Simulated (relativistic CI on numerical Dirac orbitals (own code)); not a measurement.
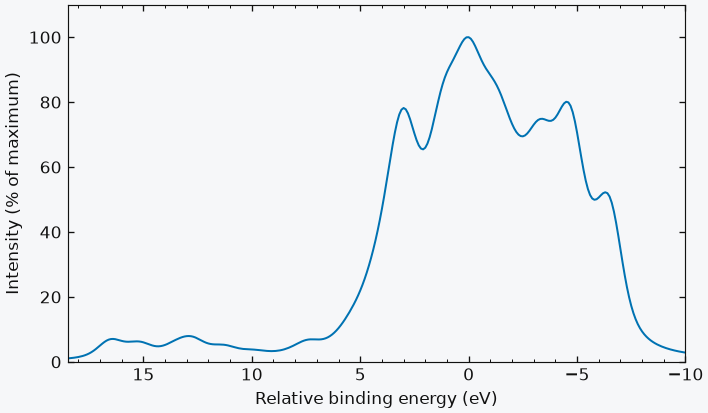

3p photoemission of nominal Ti³⁺ (d¹) with U_dd = 5.9, U_pd = 7.2, 10Dq = 0.6 (ligand 0.3), V(eg) = 1.2, V(t2g) = −0.58 eV, final-state hopping scaled by 0.8. Charge-transfer multiplet model of a cubic metal–ligand cluster, up to 2 ligand holes (L), atomic integrals computed for Dirac–Coulomb–Breit ions and scaled by 0.9, 300 K, Voigt broadening (Lorentzian 0.9 eV, Gaussian 0.8 eV). Energies are counted from the highest peak in the lower part of the range.

### Estimate the charge-transfer energy Δ and the make-up of the ground state.

Δ = 5.6 eV, close to U_dd. The ground state is 83 % d¹, 17 % d²L and 1 % d³L², with 1.18 d electrons and S = 0.50. The main maxima lie at −6.3 eV (52), −4.5 eV (80), −3.4 eV (75), 0.0 eV (100), 3.0 eV (78), 12.9 eV (8) and 16.4 eV (7), heights in % of the largest.
